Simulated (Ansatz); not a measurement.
Input

```
crystal:
  periodic: [false, false, false]
  atoms:
    - {symbol: C, position_ang: [0.186704, 1.471330, 0.411497]}
    - {symbol: C, position_ang: [-0.011142, 0.181772, 0.134776]}
    - {symbol: C, position_ang: [-0.641383, -0.740798, 1.132108]}
    - {symbol: In, position_ang: [0.615114, -0.504172, -1.802346]}
    - {symbol: H, position_ang: [0.641468, 2.158971, -0.295563]}
    - {symbol: H, position_ang: [-0.102902, 1.899967, 1.372879]}
    - {symbol: H, position_ang: [-1.556450, -1.191384, 0.735051]}
    - {symbol: H, position_ang: [-0.895491, -0.221090, 2.062409]}
    - {symbol: H, position_ang: [0.023975, -1.573709, 1.380257]}
    - {symbol: H, position_ang: [1.326605, 0.671131, -2.849878]}
    - {symbol: H, position_ang: [0.413502, -2.152016, -2.281189]}
basis:
  gaussian: {orbitals: def2-TZVPP}
hamiltonian: {xc: pbe0, dispersion: d4}
output: {orbitals: {seedname: orbitals}}
```

Launched as:

```sh
ansatz run in.yaml --threads 4 --pin off --events-out ev --progress --plain --max-ram 10444MiB
```

Geometry: PBE0-D4/def2-TZVP; core potentials replace the inner electrons of In.

Level of theory: RKS PBE0-D4/def2-TZVPP (Ansatz).

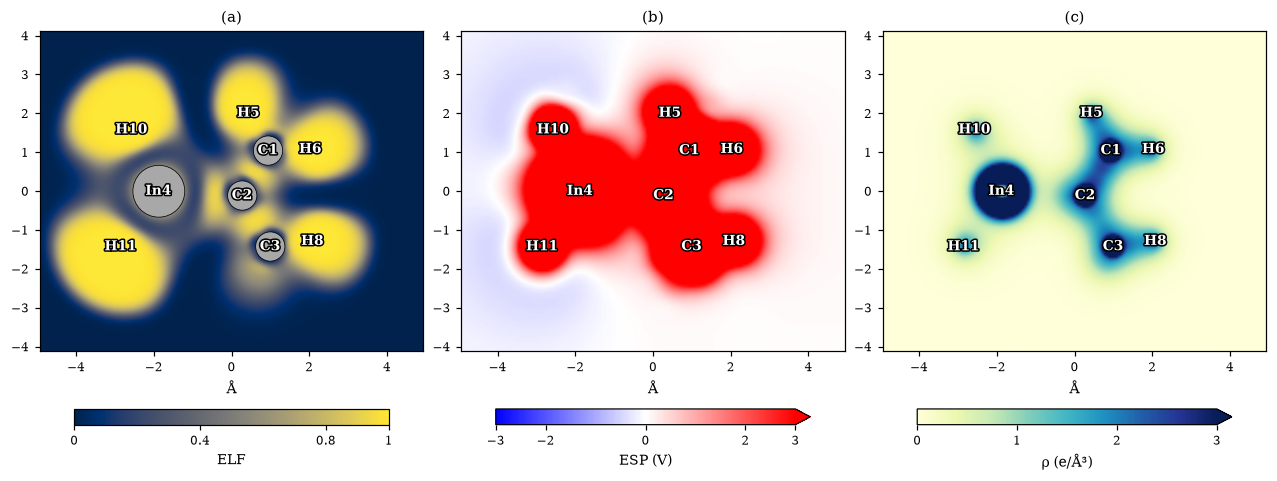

C3H7In (SMILES C=[C](C)[InH2]). (a) electron localisation function; (b) molecular electrostatic potential; (c) electron density on the plane of atoms C2, In4 and H10. Grey discs cover the atomic cores in the ELF map.

> What does the map show?

The section cuts through C, In and H sites.
C–C (1.33 Å): ρ is about 2.4 e/Å³ halfway; the ELF peaks at about 0.95 between the atoms: a multiple bond.
C–In (2.15 Å): ρ at the midpoint is about 0.68 e/Å³; the ELF peaks at about 0.90 in the valence shell of C, 0.7 Å from its nucleus, and drops to about 0.20 between the two atoms.
C–H (1.09 Å): ρ at the midpoint is about 2 e/Å³; the ELF climbs to about 1 towards the hydrogen, as it does in any bond to H: an ordinary covalent bond to hydrogen.
C–C (1.50 Å): ρ at the midpoint is about 1.7 e/Å³; the ELF peaks at about 0.95 between the atoms; localised, covalent bonding.
In–H (1.73 Å): the density is about 1.2 e/Å³ at the midpoint; the ELF climbs to about 1 towards the hydrogen.
Outside the dense part of the molecule the potential is most negative (−0.5 V) near H10.
